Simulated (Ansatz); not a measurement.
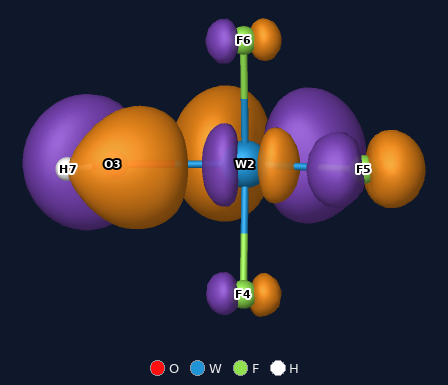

Figure. F₃HO₂W. One frontier orbital at ±0.1 Å⁻³ᐟ² (orange and purple are the two phases), seen across its widest extent.

Geometry: PBE0-D4/def2-TZVP; core potentials replace the inner electrons of W.

Theory: RKS PBE0-D4/def2-TZVPP (Ansatz 0.2.0).

```xyz
7

O    -1.6470   -0.5751    0.7655
W    -0.3466    0.1166   -0.0317
O     1.0801   -0.9513    0.5035
F    -0.2787   -0.7048   -1.7010
F    -1.0538    1.5424   -0.9893
F     0.2875    1.4546    1.0967
H     2.0196   -0.9503    0.3107
```

### Which orbital is it: HOMO or LUMO?

The HOMO, at −10.62 eV. Its weight (Hirshfeld) is mainly on O1 (about 45 %), O3 (about 35 %) and W2 (about 10 %); largely a combination of lone pairs on O1 and O3.
